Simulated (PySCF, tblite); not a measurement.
# C₂H₉F₃OSi₃: geometry, infrared bands and NMR shifts

Wanted: the infrared bands and NMR shifts of C₂H₉F₃OSi₃ (`F[SiH2]C(F)(F)OC([SiH3])[SiH3]`), by calculation.

Programs: tblite 0.8.0 and PySCF 2.14.0, with density-fitted response routines of our own. Each step states its level of theory. These are calculated values for one molecule in the gas phase, unless marked as measured. Atoms count from 0, in the outputs and in this text.

## 1. The molecule as given

18 atoms, charge 0, multiplicity 1; geometry from: force field or distance geometry start.

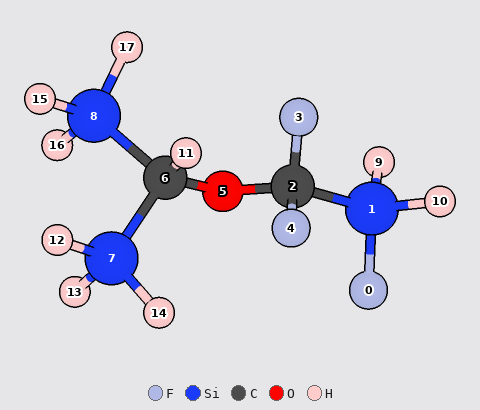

The starting geometry (fluorine light blue, silicon blue, carbon dark grey, oxygen red, hydrogen pink), atoms numbered.

## 2. Optimising the geometry with GFN2-xTB

The job: settings as JSON, then the geometry in Å.

```
{"job": {"kind": "relax", "xc": "GFN2-xTB", "basis": "xTB"}, "charge": 0, "multiplicity": 1}
F      3.372000    -1.831500    -0.208500
Si     3.238600    -0.232900    -0.006600
C      1.538600     0.228200     0.578900
F      1.483900     1.589800     0.759300
F      1.291800    -0.328000     1.804500
O      0.409000    -0.097900    -0.269000
C     -0.863700     0.224000     0.332900
Si    -1.887000    -1.252400     0.920800
Si    -2.072900     1.112500    -0.812100
H      3.597700     0.409100    -1.289200
H      4.296000     0.162700     0.978000
H     -0.719700     0.881600     1.198700
H     -3.131900    -0.815500     1.630700
H     -2.258400    -2.149200    -0.217600
H     -1.106100    -2.055900     1.883100
H     -3.314000     1.526000    -0.078200
H     -2.442300     0.284600    -1.985300
H     -1.440400     2.351100    -1.325100
```

Run with:

```
$ OMP_NUM_THREADS=1 python probes_run.py task.json out
```

This one command runs all jobs of the session in turn.

Standard output:

```text
step      E/eV     max force
  0    -880.82008    3.831
  1    -881.14242    1.210
  2    -881.20987    0.713
  3    -881.23485    0.511
  4    -881.27793    0.390
  5    -881.29677    0.415
  6    -881.32118    0.321
  7    -881.33394    0.278
  8    -881.34723    0.279
  9    -881.35885    0.292
 10    -881.37012    0.196
 11    -881.37857    0.178
 12    -881.38634    0.207
 13    -881.39561    0.320
 14    -881.40621    0.321
 15    -881.41543    0.195
 16    -881.42213    0.175
 17    -881.42815    0.194
 18    -881.43470    0.244
 19    -881.44104    0.195
 20    -881.44666    0.166
 21    -881.45249    0.180
 22    -881.46019    0.256
 23    -881.47083    0.326
 24    -881.48257    0.271
 25    -881.49128    0.222
 26    -881.49704    0.171
 27    -881.50109    0.182
 28    -881.50385    0.156
 29    -881.50600    0.137
 30    -881.50782    0.124
 31    -881.50963    0.140
 32    -881.51133    0.120
 33    -881.51253    0.079
 34    -881.51319    0.056
 35    -881.51368    0.059
 36    -881.51428    0.084
 37    -881.51508    0.088
 38    -881.51591    0.071
 39    -881.51652    0.055
 40    -881.51695    0.049
 41    -881.51738    0.044
 42    -881.51789    0.049
 43    -881.51843    0.067
 44    -881.51893    0.065
 45    -881.51947    0.065
 46    -881.52024    0.062
 47    -881.52120    0.054
 48    -881.52198    0.042
 49    -881.52239    0.037
 50    -881.52262    0.039
 51    -881.52284    0.037
 52    -881.52311    0.035
 53    -881.52341    0.042
 54    -881.52367    0.043
 55    -881.52384    0.034
 56    -881.52396    0.022
 57    -881.52404    0.018
 58    -881.52411    0.019
 59    -881.52418    0.020
 60    -881.52426    0.022
 61    -881.52433    0.019
 62    -881.52439    0.018
 63    -881.52445    0.017
 64    -881.52450    0.015
 65    -881.52456    0.020
 66    -881.52463    0.026
 67    -881.52472    0.027
 68    -881.52484    0.028
 69    -881.52500    0.030
 70    -881.52517    0.031
 71    -881.52535    0.033
 72    -881.52556    0.039
 73    -881.52582    0.041
 74    -881.52613    0.043
 75    -881.52639    0.035
 76    -881.52654    0.028
 77    -881.52666    0.029
 78    -881.52683    0.041
 79    -881.52709    0.052
 80    -881.52736    0.045
 81    -881.52750    0.022
 82    -881.52754    0.010
 83    -881.52755    0.008
```

Run time: 1.3 s. Hardware: 1 thread of Arm Neoverse N1, shared host.

The steps of the relaxation: (not every step is listed)

```csv
step,energy from step 0 (eV),largest force (eV/Å)
0,0.0000,3.8313
1,-0.3223,1.2100
2,-0.3898,0.7129
3,-0.4148,0.5111
4,-0.4579,0.3896
5,-0.4767,0.4150
6,-0.5011,0.3211
7,-0.5139,0.2782
8,-0.5272,0.2786
15,-0.5954,0.1950
22,-0.6401,0.2558
29,-0.6859,0.1373
36,-0.6942,0.0845
43,-0.6984,0.0670
50,-0.7025,0.0395
57,-0.7040,0.0178
64,-0.7044,0.0147
71,-0.7053,0.0334
78,-0.7068,0.0415
79,-0.7070,0.0521
80,-0.7073,0.0450
81,-0.7074,0.0224
82,-0.7075,0.0098
83,-0.7075,0.0079
```

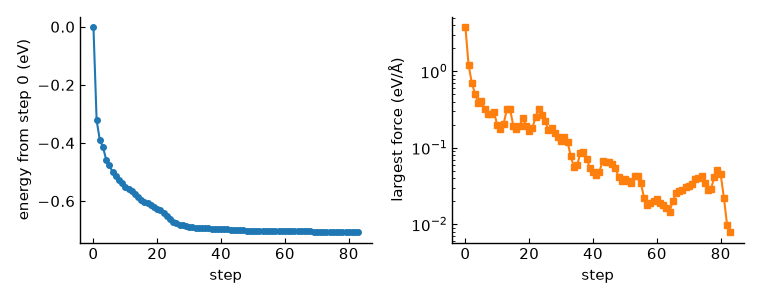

Energy and largest force along the relaxation.

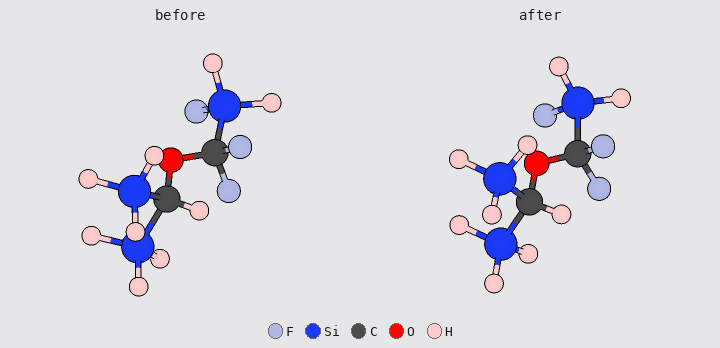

The geometry before (left) and after (right).

Close pairs (by a distance rule), those that changed most:

```csv
bond,before (Å),after (Å),change (Å)
C2–O5,1.450,1.327,-0.122
Si1–C2,1.856,1.932,+0.076
Si1–H10,1.498,1.451,-0.047
Si8–H15,1.500,1.464,-0.036
Si7–H13,1.496,1.462,-0.034
Si7–H12,1.498,1.465,-0.033
O5–C6,1.444,1.477,+0.032
Si1–H9,1.479,1.449,-0.029
```

The next job starts from the end point, and lists it.

## 3. Harmonic vibrations with GFN2-xTB

The job: settings as JSON, then the geometry in Å.

```
{"job": {"kind": "ir", "xc": "GFN2-xTB", "basis": "xTB"}, "charge": 0, "multiplicity": 1}
F      2.826553    -1.812073    -0.362617
Si     3.002507    -0.231191    -0.176031
C      1.373319     0.344646     0.688002
F      1.354865     1.725945     0.833868
F      1.322903    -0.078226     2.003856
O      0.333713    -0.085037    -0.016235
C     -1.012527     0.236322     0.498095
Si    -1.765535    -1.435253     1.031885
Si    -1.829550     1.229979    -0.910715
H      3.055848     0.350377    -1.502488
H      4.118792    -0.026092     0.727417
H     -0.896129     0.879731     1.373634
H     -3.093582    -1.162386     1.586153
H     -1.842271    -2.280857    -0.158388
H     -0.903103    -2.054070     2.036980
H     -3.173198     1.620082    -0.481068
H     -1.872157     0.373185    -2.094892
H     -1.009206     2.411236    -1.182232
```

Standard output:

```text
mode    cm-1     km/mol
  1      19.9      0.51
  2      32.9      2.23
  3      47.8      1.86
  4      78.8      2.88
  5     108.3      0.10
  6     114.3      0.07
  7     127.6      3.07
  8     148.5      6.15
  9     204.4      4.19
 10     212.5      1.30
 11     251.8     10.00
 12     260.1      3.67
 13     396.1     45.87
 14     465.3     50.40
 15     491.4     10.67
 16     512.2      7.01
 17     514.0      7.11
 18     520.0     89.96
 19     535.3      3.65
 20     556.4     31.67
 21     582.2    123.91
 22     673.6     25.83
 23     697.8     74.04
 24     731.2    320.35
 25     744.4     25.98
 26     759.2     77.32
 27     766.7    217.72
 28     770.2    617.15
 29     778.6     61.16
 30     793.6    276.70
 31     800.6    213.95
 32     844.3    123.29
 33     854.1     34.29
 34     876.0    374.30
 35     923.8     30.64
 36    1043.5    125.93
 37    1074.4     73.95
 38    1178.9    180.53
 39    1279.2     18.15
 40    2255.5     51.75
 41    2267.4    206.99
 42    2269.6    419.21
 43    2276.0    109.18
 44    2286.6    495.11
 45    2287.6    376.68
 46    2383.4    246.85
 47    2394.4    169.34
 48    2927.9     26.61
```

Wall time 1.5 s (1 thread of Arm Neoverse N1, shared host).

Which atoms move in the most intense modes:

```csv
cm⁻¹,km/mol,atoms
731,320.4,"H10 46 %, H9 42 %"
770,617.1,"H12 18 %, H15 18 %, H14 17 %, H17 16 %"
794,276.7,"H17 27 %, H14 23 %, H16 18 %, H13 13 %"
876,374.3,"C2 54 %, F3 11 %"
2270,419.2,"H15 70 %, H12 18 %"
2287,495.1,"H14 51 %, H16 29 %, H13 16 %"
2288,376.7,"H14 41 %, H13 39 %, H16 13 %"
2383,246.8,H10 95 %
```

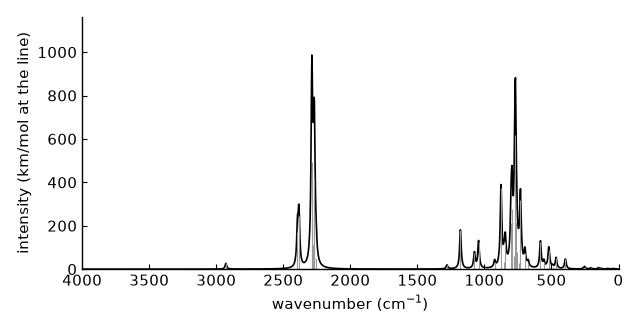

The infrared spectrum from these modes, unscaled. Lines are broadened to a width of 14 cm⁻¹ (Lorentzian).

## 4. NMR shieldings: PBE0/pcSseg-1

The job, as its differences from that of step 3:

```diff
@@ -1,2 +1,2 @@
-{"job": {"kind": "ir", "xc": "GFN2-xTB", "basis": "xTB"}, "charge": 0, "multiplicity": 1}
+{"job": {"kind": "nmr", "xc": "PBE0", "basis": "pcSseg-1"}, "charge": 0, "multiplicity": 1}
 F      2.826553    -1.812073    -0.362617
```

Level: GIAO PBE0/pcSseg-1 NMR shielding, non-relativistic, gas phase.

Standard output:

```text
coarse grid: 16968 points
cycle   1  E = -1323.7531921306  dE =  7.853e-01  |g| = 9.640e-01  |ddm| = 3.781e+00
cycle   2  E = -1323.5680673022  dE =  1.851e-01  |g| = 1.476e+00  |ddm| = 1.406e+00
cycle   3  E = -1323.9059587063  dE = -3.379e-01  |g| = 6.956e-02  |ddm| = 8.845e-01
cycle   4  E = -1323.9064712997  dE = -5.126e-04  |g| = 4.336e-02  |ddm| = 7.823e-02
cycle   5  E = -1323.9067212725  dE = -2.500e-04  |g| = 1.010e-02  |ddm| = 3.036e-02
cycle   6  E = -1323.9067364458  dE = -1.517e-05  |g| = 1.703e-03  |ddm| = 7.407e-03
cycle   7  E = -1323.9067369175  dE = -4.717e-07  |g| = 6.435e-04  |ddm| = 1.683e-03
final grid: 152568 points
cycle   8  E = -1323.9865774057  dE = -3.846e-05  |g| = 9.586e-03  |ddm| = 2.226e-02
cycle   9  E = -1323.9865602315  dE =  1.717e-05  |g| = 1.386e-02  |ddm| = 1.313e-02
cycle  10  E = -1323.9865937804  dE = -3.355e-05  |g| = 7.490e-04  |ddm| = 7.565e-03
cycle  11  E = -1323.9865938553  dE = -7.491e-08  |g| = 4.746e-04  |ddm| = 9.335e-04
cycle  12  E = -1323.9865938948  dE = -3.948e-08  |g| = 7.972e-05  |ddm| = 3.450e-04
cycle  13  E = -1323.9865938957  dE = -9.059e-10  |g| = 2.179e-05  |ddm| = 7.070e-05
converged SCF energy = -1323.9865938957

GIAO shielding tensors (ppm)
atom      isotropic    diamagn.    paramagn.     s11        s22        s33       span
  0 F      398.550     469.885     -71.335    366.203    391.328    438.120     71.918
  1 Si     362.543     877.506    -514.963    314.640    368.565    404.424     89.784
  2 C       53.689     243.934    -190.246     35.295     60.029     65.741     30.446
  3 F      265.453     477.676    -212.223    139.911    303.738    352.710    212.800
  4 F      261.083     477.246    -216.163    143.539    292.010    347.700    204.161
  5 O      230.485     402.941    -172.456    175.778    232.320    283.357    107.579
  6 C      133.465     256.975    -123.510     80.249    117.350    202.796    122.547
  7 Si     416.694     880.509    -463.815    375.454    412.420    462.209     86.755
  8 Si     416.523     880.658    -464.135    376.253    409.912    463.405     87.152
  9 H       26.842      29.047      -2.204     23.828     25.285     31.414      7.586
 10 H       26.740      27.254      -0.514     23.401     25.000     31.819      8.418
 11 H       26.893      33.339      -6.446     24.039     26.047     30.594      6.555
 12 H       27.710      28.948      -1.237     24.208     25.448     33.475      9.268
 13 H       27.560      29.740      -2.180     24.436     26.062     32.181      7.745
 14 H       27.393      29.526      -2.132     23.219     27.022     31.938      8.719
 15 H       27.689      29.065      -1.375     24.170     25.450     33.448      9.278
 16 H       27.586      29.920      -2.334     24.369     26.143     32.248      7.879
 17 H       27.506      29.749      -2.243     23.439     26.832     32.247      8.807
```

Run time: 100 s. Hardware: 1 thread of Arm Neoverse N1, shared host; peak memory 1.1 GiB.

The references, computed at this level on geometries of the same kind, shield at (ppm): 1H TMS 31.72, 13C TMS 186.9, 29Si TMS 349.2, 19F CFCl3 170.9, 17O H2O 336.1. Their shielding less the atom's gives the shift. The references are single molecules in the gas phase, so shifts against H2O, NH3, PH3, H3PO4 or CFCl3 are not on the usual liquid scales and can be off by tens of ppm. Atoms listed in one row are averaged.

```csv
atoms,environment,σ (ppm),δ (ppm),δ scaled to CDCl3
C2,fully substituted sp3 carbon bonded to 2 F and O and Si,53.7,133.2,128.1
C6,sp3 CH bonded to O and 2 Si,133.5,53.5,50.3
"H9, H10","hydrogen on a silicon bonded to C, F",26.79,4.93,–
H11,hydrogen on an sp3 CH bonded to O and 2 Si,26.89,4.82,4.65
"H12, H13, H14, H15, H16, H17",hydrogen on a silicon bonded to C,27.57,4.14,–
"F3, F4",fluorine of a CF2 group,263.3,-92.3,–
F0,fluorine bonded to Si,398.6,-227.6,–
Si1,"silicon bonded to C, F, 2 H",362.5,-13.4,–
"Si7, Si8","silicon bonded to C, 3 H",416.6,-67.5,–
O5,ether oxygen,230.5,105.6,–
```

The scaled column applies a straight-line fit of computed shieldings to shifts measured in CDCl3, and one for carbons that bear F (root-mean-square error 0.16 ppm for H, 1.9 ppm for C).

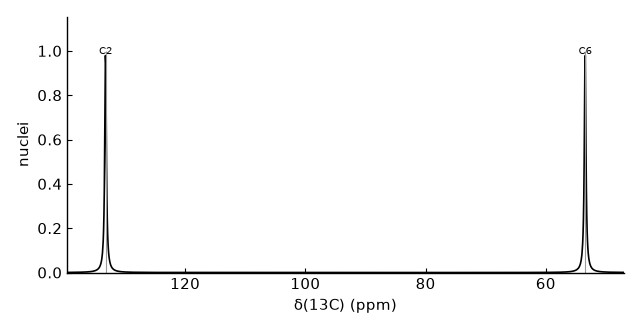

13C lines at the computed shifts, without couplings. Lines are broadened to a width of 0.32 ppm (Lorentzian).

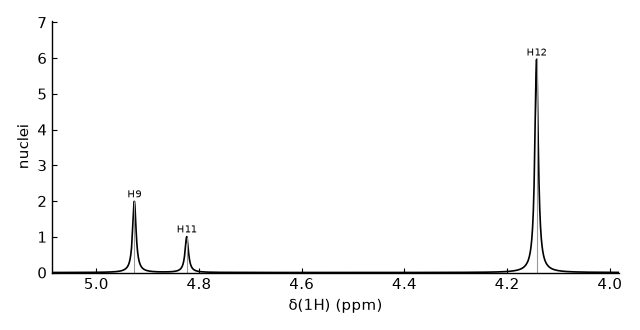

1H lines at the computed shifts, without couplings. Lines are broadened to a width of 0.01 ppm (Lorentzian).

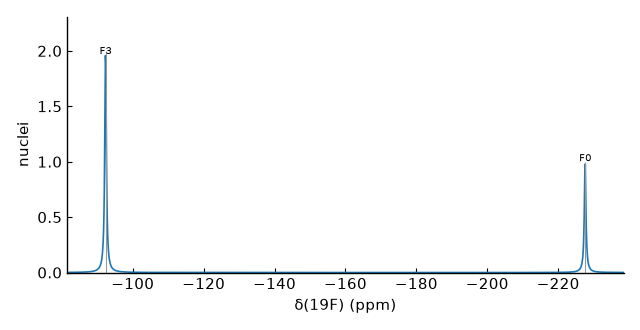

19F lines at the computed shifts, without couplings. Lines are broadened to a width of 0.54 ppm (Lorentzian).

The run also stored atomic charges by several schemes (e):

```csv
atoms,Mulliken,IAO,Hirshfeld,ESP fit
F0,-0.42,-0.53,-0.20,-0.29
Si1,0.97,1.11,0.43,0.65
C2,0.50,0.43,0.15,0.24
"F3, F4",-0.32,-0.32,-0.12,-0.20
O5,-0.50,-0.36,-0.12,-0.25
C6,-0.53,-0.47,-0.13,-0.22
"Si7, Si8",0.55,0.61,0.31,0.33
```

Mulliken charges:

F0 -0.42; Si1 0.97; C2 0.50; F3 -0.32; F4 -0.31; O5 -0.50; C6 -0.53; Si7 0.55; Si8 0.55; H9 -0.11; H10 -0.11; H11 0.18; H12 -0.08; H13 -0.07; H14 -0.06; H15 -0.08; H16 -0.07; H17 -0.07

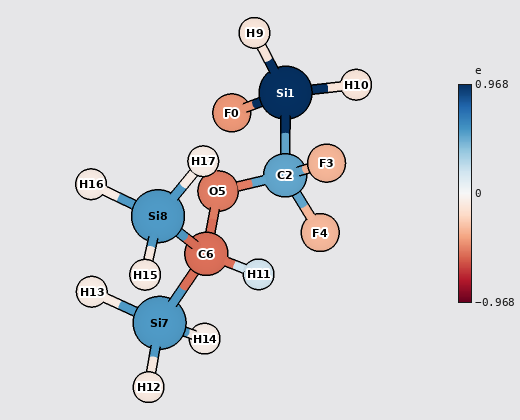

Mulliken charges, as colours on the atoms.

Mayer bond orders: F0–Si1 0.95, Si1–C2 0.79, C2–F3 0.89, C2–F4 0.89, C2–O5 1.09, O5–C6 0.75, C6–Si7 0.86, C6–Si8 0.86.

Orbitals, density, ELF and potential are computed afterwards from the orbital file.

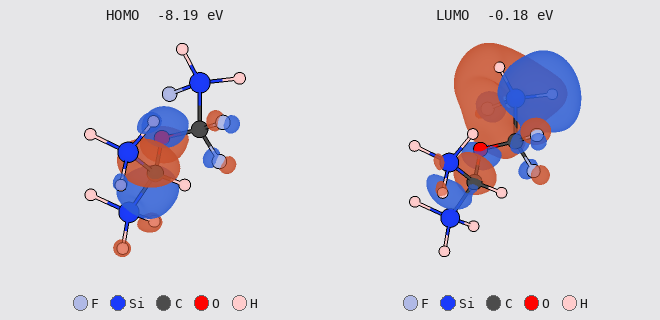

Frontier orbitals at PBE0/pcSseg-1; each surface holds 70 % of the orbital's density, blue and red mark the sign.

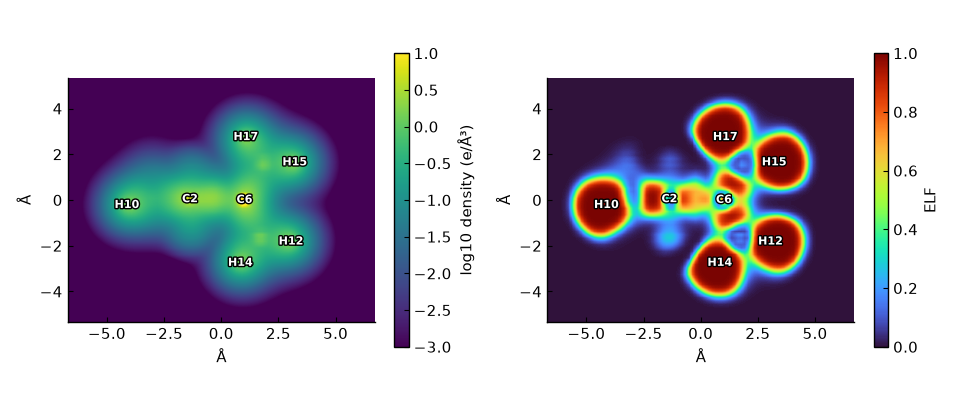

Density (left) and ELF (right) in a plane through or near 7 of the atoms.

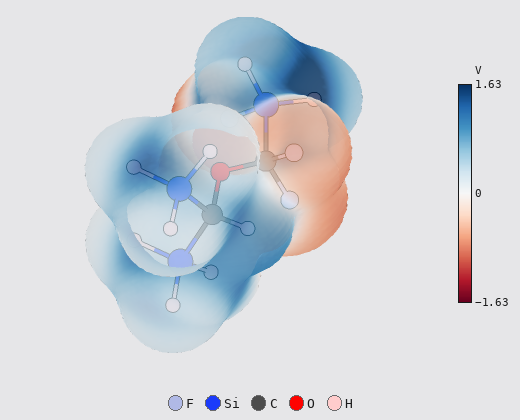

The potential that a unit positive charge feels on the 0.002 e/bohr³ surface, from -0.96 V near F0 to 1.63 V near H9.

## 5. Results

| quantity | value |
| --- | --- |
| strongest single infrared mode (GFN2-xTB) | 770 cm⁻¹, 617 km/mol |
| zero-point energy (GFN2-xTB) | 61.6 kcal/mol |
| 13C shifts against TMS (PBE0/pcSseg-1) | 133.2, 53.5 ppm |
| 1H shifts against TMS (PBE0/pcSseg-1, means over atoms taken as alike) | 4.93, 4.82, 4.14 ppm |
| 19F shifts against CFCl3 (PBE0/pcSseg-1, means over atoms taken as alike) | -92.3, -227.6 ppm |
| 29Si shifts against TMS (PBE0/pcSseg-1, means over atoms taken as alike) | -13.4, -67.5 ppm |
| 17O shifts against H2O (PBE0/pcSseg-1) | 105.6 ppm |
| surface potential, least and greatest | -0.96 V and 1.63 V |

In words: The optimisation took 83 steps and gained 0.707 eV; among the close pairs (by a distance rule), C2–O5 changed most, from 1.450 to 1.327 Å. No mode is imaginary among the 48: a minimum at this level. GFN2-xTB is a fitted tight-binding method: band positions and strengths are rough. Its intensities can rank the bands wrongly. At PBE0/pcSseg-1: The widest tensor belongs to F3, F4: span 208 ppm, with a paramagnetic part of -214 ppm.
